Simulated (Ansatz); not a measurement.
# Frequency calculation of C2H8AlF

- system: C2H8AlF
- method: RKS BHLYP/6-31G* (Ansatz 0.2.0)

It belongs to a series of runs on one base structure; here: vibrations at the highest image of the band. Figures and captions count atoms from 1; the log counts them from 0 in places.

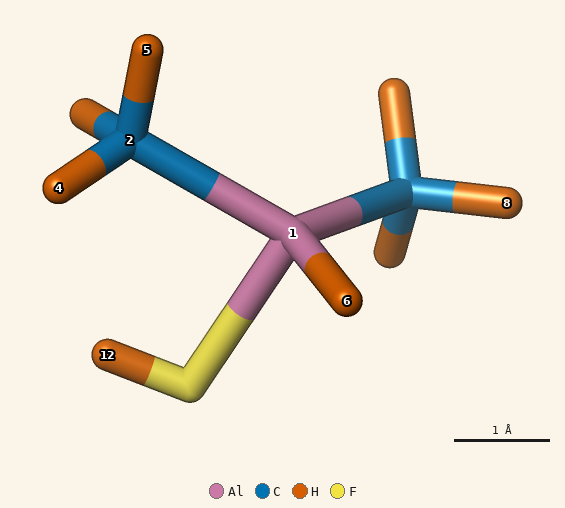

Figure 1. The structure as given in the input (stick view, seen at a tilt; atoms are numbered from 1 in the order of the input). Sticks mark near contacts. Bond lengths as drawn: Al–C 1.97 to 1.98 Å, Al–F 2.10 Å, Al–H 1.59 Å, C–H 1.09 Å and F–H 0.94 Å.

Input file
```yaml
crystal:
  periodic: [false, false, false]
  atoms:
    - { symbol: Al, position_ang: [-0.056448, -0.377317, 0.168829] }
    - { symbol: C, position_ang: [0.09959, 0.346617, 2.010421] }
    - { symbol: H, position_ang: [-0.848382, 0.402971, 2.549009] }
    - { symbol: H, position_ang: [0.814209, -0.17876, 2.649549] }
    - { symbol: H, position_ang: [0.468586, 1.372433, 1.96267] }
    - { symbol: H, position_ang: [1.296211, -0.799555, -0.550695] }
    - { symbol: C, position_ang: [-1.663155, 0.022859, -0.889601] }
    - { symbol: H, position_ang: [-1.44721, 0.104618, -1.953619] }
    - { symbol: H, position_ang: [-2.423739, -0.751881, -0.783611] }
    - { symbol: H, position_ang: [-2.129254, 0.958435, -0.580742] }
    - { symbol: F, position_ang: [-0.54328, -2.234945, 1.006361] }
    - { symbol: H, position_ang: [-0.43323, -2.025176, 1.910927] }
basis:
  gaussian: { orbitals: "6-31G*" }
hamiltonian:
  xc: { name: BHLYP }
phonons: {}
```

Run on 1 thread of Arm Neoverse V2, 24 GiB of memory available, shared host.

Launched with:
```bash
ansatz run input.yaml --threads 1 --pin off --max-ram 2048MiB --backend cpu --events-out ev --progress --plain --runs-dir out
```

What the program printed
```
Engine: ansatz 0.2.0, aarch64-unknown-linux-gnu
Functional definition: BHLYP
  parameter a = 0.5
  exchange = (1 - a)*b88_x + a*exact_x
  correlation = lyp_c
909 factors; integrals over basis functions are off by at most 4.1e-4 eV
mean field evaluation 1: about -11509.6219 eV, gradient 5.1e1 eV
mean field evaluation 2: about -11511.4409 eV, gradient 4.2e1 eV
mean field evaluation 4: about -11515.4428 eV, gradient 8.2e-1 eV
mean field evaluation 8: about -11515.4690 eV, gradient 2.6e-2 eV
mean field -11515.46898298 eV, -423.1856796591 hartree, gradient 6.0e-5 eV, S^2 0.000000; 0 other end points of the search recorded, 0 dependent functions left out
the calculation of the forces begins
reference -11515.46914914 eV, -423.1856857655 hartree; 21, 21 occupied and 59, 59 virtual orbitals, 909 factors
these checks for a lower state are left out or cut short: stability, starts, cluster_reference, orbital_swaps, neighbouring_geometries, increment
909 factors; integrals over basis functions are off by at most 4.1e-4 eV
mean field evaluation 16: about -11515.4437 eV, gradient 1.4e-1 eV
mean field -11515.46894663 eV, -423.1856783234 hartree, gradient 3.0e-6 eV, S^2 0.000000; 0 other end points of the search recorded, 0 dependent functions left out
[... from here on the field's lines of each further geometry are left out, up to the last ...]
the calculation of the forces begins
reference -11515.46895727 eV, -423.1856787145 hartree; 21, 21 occupied and 59, 59 virtual orbitals, 909 factors
these checks for a lower state are left out or cut short: stability, starts, cluster_reference, orbital_swaps, neighbouring_geometries, increment
909 factors; integrals over basis functions are off by at most 4.1e-4 eV
mean field -11515.46884459 eV, -423.1856745736 hartree, gradient 1.2e-6 eV, S^2 0.000000; 0 other end points of the search recorded, 0 dependent functions left out
the calculation of the forces begins
reference -11515.46901073 eV, -423.1856806790 hartree; 21, 21 occupied and 59, 59 virtual orbitals, 909 factors
WARN: phonons: modes at or below zero, which the zero-point energy, F, S and C_V leave out: 1, the lowest at -89.07 cm⁻¹. A minimum has none, and a first-order saddle one
Total energy: -11515.46914914 eV, -423.1856857655 hartree
Atom 0 at    -0.056448    -0.377317     0.168829 Å, force     0.016273    -0.011981    -0.001609 eV/Å
Atom 1 at     0.099590     0.346617     2.010421 Å, force    -0.014490     0.001013     0.006611 eV/Å
Atom 2 at    -0.848382     0.402971     2.549009 Å, force    -0.000456     0.003093     0.001941 eV/Å
Atom 3 at     0.814209    -0.178760     2.649549 Å, force     0.002615    -0.002727    -0.007129 eV/Å
Atom 4 at     0.468586     1.372433     1.962670 Å, force     0.001770     0.000505    -0.000063 eV/Å
Atom 5 at     1.296211    -0.799555    -0.550695 Å, force     0.000863     0.003129    -0.004049 eV/Å
Atom 6 at    -1.663155     0.022859    -0.889601 Å, force    -0.005594    -0.000027    -0.002053 eV/Å
Atom 7 at    -1.447210     0.104618    -1.953619 Å, force     0.006699     0.000007    -0.001431 eV/Å
Atom 8 at    -2.423739    -0.751881    -0.783611 Å, force    -0.002602    -0.002376     0.005721 eV/Å
Atom 9 at    -2.129254     0.958435    -0.580742 Å, force    -0.002523     0.002419     0.000577 eV/Å
Atom 10 at    -0.543280    -2.234945     1.006361 Å, force    -0.003858     0.016761     0.012553 eV/Å
Atom 11 at    -0.433230    -2.025176     1.910927 Å, force     0.001305    -0.009815    -0.011070 eV/Å
Dipole moment:    -0.154443    -0.237793     0.507712 e Å
Vibrations: -89.07 85.15 138.97 164.82 184.00 264.66 270.83 449.89 542.00 557.53 580.62 649.06 703.55 773.02 787.51 822.37 1333.16 1342.31 1544.01 1547.25 1548.11 1553.30 1948.64 3093.92 3116.60 3155.09 3169.18 3179.71 3195.73 3983.12 cm⁻¹, zero-point energy 2.522094 eV
```

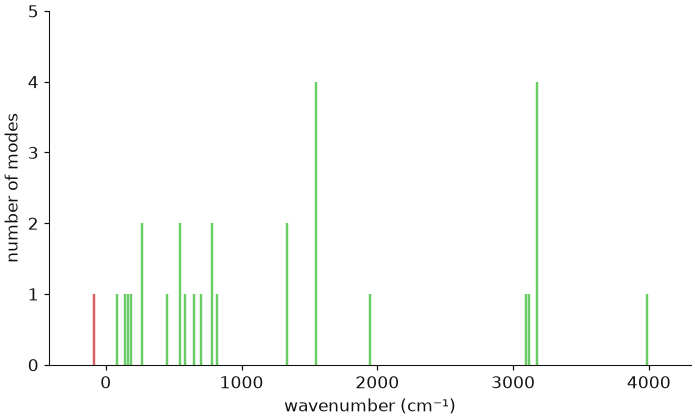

Figure 2. Harmonic vibrational wavenumbers from the force constants; neighbouring modes closer than 19 cm⁻¹ are counted in one stick, and imaginary ones are drawn at negative wavenumbers. 30 modes from 89i to 3983 cm⁻¹, 1 imaginary beyond 8i (89i cm⁻¹): not a clean minimum; so soft a mode can be a shallow saddle, an incomplete relaxation or noise of the force constants.

Results in brief

| quantity | value |
| --- | --- |
| outcome | converged |
| total energy | −11515.4691 eV |
| mean-field energy | −11515.4691 eV |
| largest force (length of the vector) | 0.021 eV/Å |
| wall time | 2.9 min |
| peak memory | 0.16 GiB |
